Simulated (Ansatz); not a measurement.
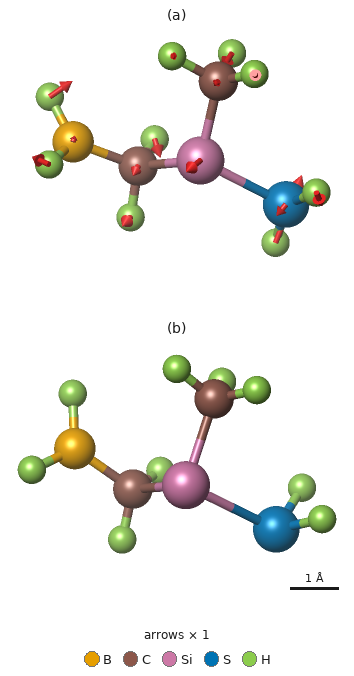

The structure of C$_{2}$H$_{9}$BSSi before (top) and after (bottom) a relaxation, at one scale. The red arrows give the displacements, at their true length.

Style: ball-and-stick. Shown at a tilt.

The run prepares an end point of a later path (hydrogen shift) calculation, from a guessed geometry.

Computed with RKS r2SCAN-D4/6-31G* in Ansatz 0.2.0. Settings: no spin polarisation; force threshold 0.02 eV/Å; at most 50 steps.

> Describe what moved and what it gained.

The largest move after the best rigid fit is that of an H atom, 1.56 Å. Largest moves by element: H 1.56 Å, Si 0.61 Å, S 0.33 Å, C 0.29 Å, B 0.14 Å. Among the contacts that change: S–Si 2.176 → 2.462 Å, C–Si 1.777 → 1.928 Å, C–Si 1.878 → 1.987 Å, C–H 1.192 → 1.102 Å. Among the angles between lasting bonds that change: H–S–H 150.3° → 92.8°, C–Si–S 108.2° → 90.7°, C–Si–C 112.4° → 99.2°. Groups turn about B–C by about 25°. The energy falls by 73.7 kcal/mol in 21 accepted moves (24 points after the start). Largest force component: 3.9 eV/Å at the start, 0.013 eV/Å at the end. The line search rejected the trial steps at points 10, 18, 20 of the run. The run took 99 s on 2 threads of AMD EPYC 7B13 (Zen 3), on a shared host, peak memory 0.2 GiB.
